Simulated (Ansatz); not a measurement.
C2H4ClFOSi (SMILES FC(Cl)[SiH]1CO1)

Input file:

```
crystal:
  periodic: [false, false, false]
  atoms:
    - {symbol: F, position_ang: [1.121778, -2.309552, 0.382152]}
    - {symbol: C, position_ang: [1.118832, -1.073303, -0.214502]}
    - {symbol: Cl, position_ang: [2.310160, -0.026876, 0.571139]}
    - {symbol: Si, position_ang: [-0.619299, -0.309599, -0.108196]}
    - {symbol: C, position_ang: [-0.863391, 1.465164, 0.063166]}
    - {symbol: O, position_ang: [-0.992520, 0.573179, 1.236396]}
    - {symbol: H, position_ang: [1.458841, -1.205804, -1.245186]}
    - {symbol: H, position_ang: [-1.629282, -1.257775, -0.622945]}
    - {symbol: H, position_ang: [-1.801157, 1.945665, -0.206410]}
    - {symbol: H, position_ang: [-0.020962, 2.147702, 0.147385]}
basis:
  gaussian: {orbitals: def2-TZVPP}
hamiltonian: {xc: pbe0, dispersion: d4}
output: {orbitals: {seedname: orbitals}}
```

Command:

```sh
ansatz run in.yaml --threads 4 --pin off --events-out ev --progress --plain --max-ram 10444MiB
```

Geometry: PBE0-D4/def2-TZVP.

Computed with RKS PBE0-D4/def2-TZVPP (Ansatz 0.2.0).

### What can the converged electron density and electron localisation function tell about the bonding?

C–Si (1.80 Å): the density is about 0.94 e/Å³ at the midpoint; the ELF peaks at about 0.85 between the atoms; a covalent bond.
C–H (1.09 Å): the density is about 2.1 e/Å³ at the midpoint; the ELF climbs to about 1 towards the hydrogen, as it does in any bond to H: an ordinary covalent bond to hydrogen.

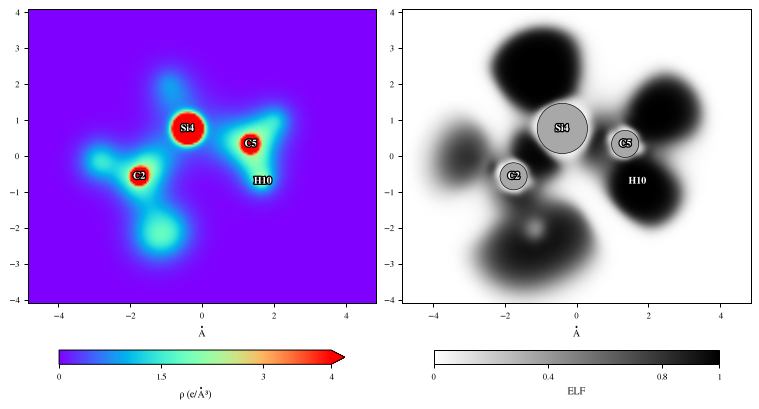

Computed electron density and electron localisation function on the plane of atoms Si4, C5 and H10, in this order. Grey discs cover the atomic cores in the ELF map. 
